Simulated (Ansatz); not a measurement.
**Frozen-phonon scan for MgS (rock salt)**

Relaxed MgS (rock salt):

```
MgS
1.0
    0.00000     2.60155     2.60155
    2.60155     0.00000     2.60155
    2.60155     2.60155     0.00000
S Mg
1 1
Direct
  0.00000   0.00000   0.00000
  0.50000   0.50000   0.50000
```

The atoms are displaced by Q × the pattern below (from a DFPT mode at Γ, largest move 1; Q in Å), at fixed cell. It is one choice among 3 degenerate patterns.

```tsv
atom	x	y	z
S1	0.000	0.000	0.758
Mg2	0.000	0.000	-1.000
```

All values below come from r2SCAN (plane waves to 500 eV, PAW, scalar-relativistic; Ansatz, an electronic-structure program). k mesh 11×11×11 (Γ-centred), Fermi-Dirac smearing 0.05 eV. E stands for the smeared free energy. MgS was relaxed with its symmetry unable to fall. The zero of ΔE is the undisplaced structure.

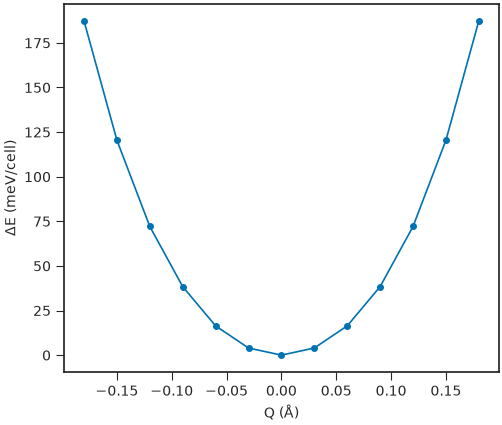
*ΔE (meV/cell) against Q (Å); markers are the computed points, lines only join them.*

Shape of the curve: a single well with its minimum at or next to zero displacement. Wavenumber by perturbation theory (DFPT, on another k mesh): 237 cm⁻¹. Symmetry of the curve: even: the same for both signs. Space group of the distorted cell: I4mm (No. 107), lowered from Fm-3m. Harmonic wavenumber from the curvature (finite differences): 237 cm⁻¹.

E″ = 8.81 eV/Å², M = Σ mᵢ|uᵢ|² = 42.7 u, ν̃ = 521.5·√(|E″|/M).

(A displaced cell: forces are minus the slopes of the energy, force constants its curvatures, and phonons follow from these.)
